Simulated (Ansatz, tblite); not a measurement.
**Ga13P13 zinc blende bond sphere (Ga13P13H30): removing and adding an electron**

What does removing or adding an electron cost or gain for Ga13P13 zinc blende bond sphere (Ga13P13H30)? Each charged state is run at several levels.

Computed with Ansatz 0.2.0, Gaussian basis. Level: as each input shows.

The runs, in order: charge +1 doublet, at the geometry of the singlet (PBE0-D4/def2-TZVP, PBE-D4/def2-TZVP); charge -1 doublet, at the geometry of the singlet (PBE0-D4/def2-TZVP, PBE-D4/def2-TZVP); the starting singlet's energies come from earlier runs.

1 further run of the same task is left out (set aside as unsound or not needed).

## (1) The relaxed structure

The singlet was relaxed beforehand with PBE-D4/def2-SVP.

56 atoms, charge 0, spin multiplicity 1.

Atoms are counted from 1 here; the program's logs count them from 0.

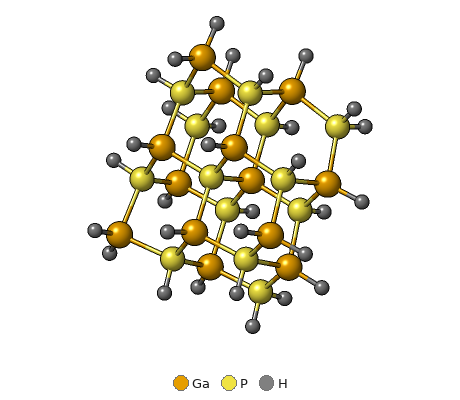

The structure; gallium amber, phosphorus yellow, hydrogen grey.

## (2) Charge +1 doublet at the fixed geometry, PBE0-D4/def2-TZVP

in.yaml

```yaml
crystal:
  periodic: [false, false, false]
  atoms:
    - {symbol: Ga, position_ang: [-2.102519, -2.100851, -0.631110]}
    - {symbol: Ga, position_ang: [-2.189068, 0.794812, -3.476927]}
    - {symbol: Ga, position_ang: [-4.990299, 0.732907, -0.727955]}
    - {symbol: Ga, position_ang: [-2.099704, 0.633488, 2.102851]}
    - {symbol: Ga, position_ang: [-2.186271, 3.478705, -0.793752]}
    - {symbol: Ga, position_ang: [0.792035, -2.187988, -3.478228]}
    - {symbol: Ga, position_ang: [0.726541, -4.991061, -0.728457]}
    - {symbol: Ga, position_ang: [0.633553, -2.101576, 2.101102]}
    - {symbol: Ga, position_ang: [3.477024, -2.188338, -0.796777]}
    - {symbol: Ga, position_ang: [0.636761, 0.636723, -0.637627]}
    - {symbol: Ga, position_ang: [0.797408, 3.478120, 2.186272]}
    - {symbol: Ga, position_ang: [3.479684, 0.793922, 2.184834]}
    - {symbol: Ga, position_ang: [0.734099, 0.730349, 4.989834]}
    - {symbol: P, position_ang: [-3.373658, -0.586257, -1.978903]}
    - {symbol: P, position_ang: [-0.589387, -3.372377, -1.980255]}
    - {symbol: P, position_ang: [-0.681518, -0.679106, -4.647213]}
    - {symbol: P, position_ang: [-0.707629, -0.707579, 0.708304]}
    - {symbol: P, position_ang: [-0.743558, 2.005582, -2.005647]}
    - {symbol: P, position_ang: [-3.370836, 1.982356, 0.589166]}
    - {symbol: P, position_ang: [-0.583971, 1.981573, 3.372433]}
    - {symbol: P, position_ang: [-0.675724, 4.648098, 0.677779]}
    - {symbol: P, position_ang: [2.004200, -0.743848, -2.006834]}
    - {symbol: P, position_ang: [1.980578, -3.372912, 0.585994]}
    - {symbol: P, position_ang: [1.983262, -0.587539, 3.370845]}
    - {symbol: P, position_ang: [4.648027, -0.679093, 0.674890]}
    - {symbol: P, position_ang: [2.006692, 2.005007, 0.741397]}
    - {symbol: H, position_ang: [-3.039803, -3.037793, 0.221404]}
    - {symbol: H, position_ang: [-2.984215, 1.712060, -4.479280]}
    - {symbol: H, position_ang: [-5.776010, -0.235128, 0.241132]}
    - {symbol: H, position_ang: [-5.672115, 1.742985, -1.737475]}
    - {symbol: H, position_ang: [-3.037066, -0.217597, 3.041040]}
    - {symbol: H, position_ang: [-2.981514, 4.481462, -1.710474]}
    - {symbol: H, position_ang: [1.708443, -2.983391, -4.481159]}
    - {symbol: H, position_ang: [-0.243266, -5.771647, 0.242985]}
    - {symbol: H, position_ang: [1.733645, -5.677809, -1.737458]}
    - {symbol: H, position_ang: [-0.217606, -3.038835, 3.039341]}
    - {symbol: H, position_ang: [4.478805, -2.983448, -1.714686]}
    - {symbol: H, position_ang: [1.715601, 4.480405, 2.980430]}
    - {symbol: H, position_ang: [4.482886, 1.711132, 2.978954]}
    - {symbol: H, position_ang: [-0.234800, -0.238284, 5.774988]}
    - {symbol: H, position_ang: [1.744318, 1.739455, 5.671997]}
    - {symbol: H, position_ang: [-4.157128, -1.414193, -2.848350]}
    - {symbol: H, position_ang: [-1.418505, -4.154525, -2.849766]}
    - {symbol: H, position_ang: [-1.460083, -1.456758, -5.562073]}
    - {symbol: H, position_ang: [0.064389, 0.066686, -5.615628]}
    - {symbol: H, position_ang: [0.110106, 2.818856, -2.820186]}
    - {symbol: H, position_ang: [-4.152370, 2.852933, 1.417747]}
    - {symbol: H, position_ang: [-1.411416, 2.851914, 4.155419]}
    - {symbol: H, position_ang: [-1.451826, 5.565502, 1.454902]}
    - {symbol: H, position_ang: [0.071468, 5.614086, -0.069864]}
    - {symbol: H, position_ang: [2.817758, 0.109620, -2.821317]}
    - {symbol: H, position_ang: [2.850887, -4.155338, 1.414024]}
    - {symbol: H, position_ang: [2.853853, -1.415965, 4.152528]}
    - {symbol: H, position_ang: [5.565729, -1.455816, 1.451045]}
    - {symbol: H, position_ang: [5.613728, 0.067966, -0.073251]}
    - {symbol: H, position_ang: [2.820394, 2.818380, -0.112976]}
basis:
  gaussian: {orbitals: def2-TZVP, fitting: {mean_field: def2-universal-jkfit}}
total_charge: 1
magnetization: {spin_polarized: true, initial_magnetization: 1}
hamiltonian: {xc: pbe0, dispersion: d4}
scf: {omitted_lower_state_checks: [starts]}
output: {orbitals: {seedname: orbitals}}
```

Command:

```sh
$ ansatz run in.yaml --threads 11 --pin off --events-out ev --progress --plain --max-ram 174080MiB --backend cuda --devices 0, --max-vram 75GiB
```

Standard output:

```text
Functional definition: PBE0
  name "PBE0"
  cite "Adamo & Barone, J. Chem. Phys. 110, 6158 (1999) doi:10.1063/1.478522"
  cite "Perdew, Burke & Ernzerhof, Phys. Rev. Lett. 77, 3865 (1996) doi:10.1103/PhysRevLett.77.3865"
  parent pbe
  parameter a = 0.25
  parameter kappa = 0.804
  parameter beta = 0.06672455060314922
  exchange = (1 - a)*pbe_x(kappa = kappa, mu = beta*pi^2/3) + a*exact_x
  correlation = pbe_c(beta = beta)
these checks for a lower state are left out or cut short: starts
5662 factors; integrals over basis functions are off by at most 6.1e-1 eV
mean field evaluation 1: about -802027.7087 eV, gradient 6.2e1 eV
mean field evaluation 2: about -802019.5045 eV, gradient 8.6e1 eV
mean field evaluation 4: about -802037.7175 eV, gradient 7.5e0 eV
mean field evaluation 8: about -802038.0568 eV, gradient 3.7e-1 eV
mean field evaluation 16: about -802038.0494 eV, gradient 3.2e-2 eV
mean field evaluation 32: about -802038.0499 eV, gradient 4.9e-5 eV
mean field -802038.04992064 eV, -29474.3546936675 hartree, gradient 9.5e-6 eV, S^2 0.754767; 0 other end points of the search recorded, 0 dependent functions left out
reference -802038.05001225 eV, -29474.3546970343 hartree; 314, 313 occupied and 971, 972 virtual orbitals, 5662 factors
Total energy: -802043.10029684 eV, -29474.5402915698 hartree
Checks for a lower state left out: starts
```

It took 73 s on 1 × H100 with 11 threads of AMD EPYC 7R13, shared host; peak host memory 2.5 GiB.

Report: HOMO -9.49 eV, LUMO -8.83 eV (over both spins); ⟨S²⟩ 0.755 (pure: 0.75).

## (3) Charge +1 doublet at the fixed geometry, PBE-D4/def2-TZVP

start.molden holds the orbitals of an earlier run on this state, given as this run's starting guess.

Changes to in.yaml since step 2:

```diff
@@ -60,6 +60,6 @@
 basis:
-  gaussian: {orbitals: def2-TZVP, fitting: {mean_field: def2-universal-jkfit}}
+  gaussian: {orbitals: def2-TZVP, fitting: {mean_field: def2-universal-jkfit}, initial_orbitals: start.molden}
 total_charge: 1
 magnetization: {spin_polarized: true, initial_magnetization: 1}
-hamiltonian: {xc: pbe0, dispersion: d4}
+hamiltonian: {xc: pbe, dispersion: d4}
 scf: {omitted_lower_state_checks: [starts]}
```

Same command.

Standard output:

```text
Functional definition: PBE
  name "PBE"
  cite "Perdew, Burke & Ernzerhof, Phys. Rev. Lett. 77, 3865 (1996) doi:10.1103/PhysRevLett.77.3865"
  parent pbe
  parameter kappa = 0.804
  parameter beta = 0.06672455060314922
  exchange = pbe_x(kappa = kappa, mu = beta*pi^2/3)
  correlation = pbe_c(beta = beta)
these checks for a lower state are left out or cut short: starts
5662 factors; integrals over basis functions are off by at most 6.1e-1 eV
mean field evaluation 1: about -802011.5659 eV, gradient 2.6e1 eV
mean field evaluation 2: about -802012.7216 eV, gradient 1.5e0 eV
mean field evaluation 4: about -802012.7423 eV, gradient 1.3e-1 eV
mean field evaluation 8: about -802012.7431 eV, gradient 1.2e-4 eV
mean field evaluation 16: about -802012.7431 eV, gradient 1.4e-5 eV
mean field -802012.74314079 eV, -29473.4246866619 hartree, gradient 3.0e-6 eV, S^2 0.751162; 0 other end points of the search recorded, 0 dependent functions left out
reference -802012.74326502 eV, -29473.4246912272 hartree; 314, 313 occupied and 971, 972 virtual orbitals, 5662 factors
Total energy: -802018.25612724 eV, -29473.6272851771 hartree
Checks for a lower state left out: starts
```

It took 25 s on 1 × H100 with 11 threads of AMD EPYC 7R13, shared host; peak host memory 2.3 GiB.

From the report: HOMO -8.60 eV, LUMO -8.70 eV (over both spins; with the spin held, an empty level of the minority spin lies below the top filled one); ⟨S²⟩ 0.751 (pure: 0.75).

## (4) Vertical ionisation energy

Charged state less starting state, singlet to doublet; the starting state's energies are those of its earlier runs.

```
            level  vertical ionisation energy (eV)  time
 PBE-D4/def2-TZVP                            +7.43  37 s
PBE0-D4/def2-TZVP                            +7.97  88 s
```

Times add the two runs; a level without a time comes out of a correlated run.

Beside −ε(HOMO) of the starting state:

```
            level  −ε(HOMO) (eV)  by difference (eV)  mismatch (eV)
 PBE-D4/def2-TZVP           5.97                7.43          -1.46
PBE0-D4/def2-TZVP           6.95                7.97          -1.02
```

## (5) Charge -1 doublet at the fixed geometry, PBE0-D4/def2-TZVP

Changes to in.yaml since step 3:

```diff
@@ -60,6 +60,6 @@
 basis:
-  gaussian: {orbitals: def2-TZVP, fitting: {mean_field: def2-universal-jkfit}, initial_orbitals: start.molden}
-total_charge: 1
+  gaussian: {orbitals: def2-TZVP, fitting: {mean_field: def2-universal-jkfit}}
+total_charge: -1
 magnetization: {spin_polarized: true, initial_magnetization: 1}
-hamiltonian: {xc: pbe, dispersion: d4}
+hamiltonian: {xc: pbe0, dispersion: d4}
 scf: {omitted_lower_state_checks: [starts]}
```

Launched as before.

Standard output, cut to the lines that bear on the results:

```text
Functional definition: PBE0
  name "PBE0"
  cite "Adamo & Barone, J. Chem. Phys. 110, 6158 (1999) doi:10.1063/1.478522"
  cite "Perdew, Burke & Ernzerhof, Phys. Rev. Lett. 77, 3865 (1996) doi:10.1103/PhysRevLett.77.3865"
  parent pbe
[...]
5662 factors; integrals over basis functions are off by at most 6.1e-1 eV
[...]
mean field -802046.52825784 eV, -29474.6662668130 hartree, gradient 7.7e-6 eV, S^2 0.752946; 0 other end points of the search recorded, 0 dependent functions left out
reference -802046.52835516 eV, -29474.6662703895 hartree; 315, 314 occupied and 970, 971 virtual orbitals, 5662 factors
Total energy: -802051.73513315 eV, -29474.8576159512 hartree
Checks for a lower state left out: starts
```

Run time: 51 s. Hardware: 1 × H100 with 11 threads of AMD EPYC 7R13, shared host; peak host memory 2.4 GiB.

From the report: HOMO 0.30 eV, LUMO 1.23 eV (over both spins); ⟨S²⟩ 0.753 (pure: 0.75). Doubts: highest occupied level lies above zero.

## (6) Charge -1 doublet at the fixed geometry, PBE-D4/def2-TZVP

Changes to in.yaml since step 5:

```diff
@@ -60,6 +60,6 @@
 basis:
-  gaussian: {orbitals: def2-TZVP, fitting: {mean_field: def2-universal-jkfit}}
+  gaussian: {orbitals: def2-TZVP, fitting: {mean_field: def2-universal-jkfit}, initial_orbitals: start.molden}
 total_charge: -1
 magnetization: {spin_polarized: true, initial_magnetization: 1}
-hamiltonian: {xc: pbe0, dispersion: d4}
+hamiltonian: {xc: pbe, dispersion: d4}
 scf: {omitted_lower_state_checks: [starts]}
```

Same command.

Standard output:

```text
Functional definition: PBE
  name "PBE"
  cite "Perdew, Burke & Ernzerhof, Phys. Rev. Lett. 77, 3865 (1996) doi:10.1103/PhysRevLett.77.3865"
  parent pbe
  parameter kappa = 0.804
  parameter beta = 0.06672455060314922
  exchange = pbe_x(kappa = kappa, mu = beta*pi^2/3)
  correlation = pbe_c(beta = beta)
these checks for a lower state are left out or cut short: starts
5662 factors; integrals over basis functions are off by at most 6.1e-1 eV
mean field evaluation 1: about -802019.7577 eV, gradient 2.6e1 eV
mean field evaluation 2: about -802020.9198 eV, gradient 1.4e0 eV
mean field evaluation 4: about -802020.9471 eV, gradient 2.0e-1 eV
mean field evaluation 8: about -802020.9518 eV, gradient 1.1e-4 eV
mean field evaluation 16: about -802020.9518 eV, gradient 1.1e-5 eV
mean field -802020.95176322 eV, -29473.7263479720 hartree, gradient 2.8e-6 eV, S^2 0.751116; 0 other end points of the search recorded, 0 dependent functions left out
reference -802020.95189231 eV, -29473.7263527160 hartree; 315, 314 occupied and 970, 971 virtual orbitals, 5662 factors
Total energy: -802026.63672959 eV, -29473.9352666325 hartree
Checks for a lower state left out: starts
```

It took 27 s on 1 × H100 with 11 threads of AMD EPYC 7R13, shared host; peak host memory 2.3 GiB.

Report: HOMO 0.45 eV, LUMO 0.52 eV (over both spins); ⟨S²⟩ 0.751 (pure: 0.75). Doubts: highest occupied level lies above zero.

## (7) Vertical electron affinity

Starting state less charged state (positive: the electron is bound), singlet to doublet; the starting state's energies are those of its earlier runs.

```
            level  vertical electron affinity (eV)  time
 PBE-D4/def2-TZVP                            +0.95  38 s
PBE0-D4/def2-TZVP                            +0.67  67 s
```

Times add the two runs; a level without a time comes out of a correlated run.

Beside −ε(LUMO) of the starting state:

```
            level  −ε(LUMO) (eV)  by difference (eV)  mismatch (eV)
 PBE-D4/def2-TZVP           2.19                0.95          +1.24
PBE0-D4/def2-TZVP           1.47                0.67          +0.80
```

## (8) Outcome

| quantity | value |
| --- | --- |
| vertical ionisation energy, functionals in def2-TZVP | 7.43 (PBE-D4) to 7.97 eV (PBE0-D4) |
| vertical electron affinity, functionals in def2-TZVP | 0.67 (PBE0-D4) to 0.95 eV (PBE-D4) |

In words: The vertical ionisation energy spans 7.43 to 7.97 eV over the functionals. −ε(HOMO) misses the level's own difference by -1.02 eV at best (PBE0-D4) and -1.46 eV at worst (PBE-D4). The vertical electron affinity spans 0.67 to 0.95 eV over the functionals. −ε(LUMO) misses the level's own difference by +0.80 eV at best (PBE0-D4) and +1.24 eV at worst (PBE-D4).

The anion's highest level is positive in at least one run, so there the basis alone may hold the extra electron.
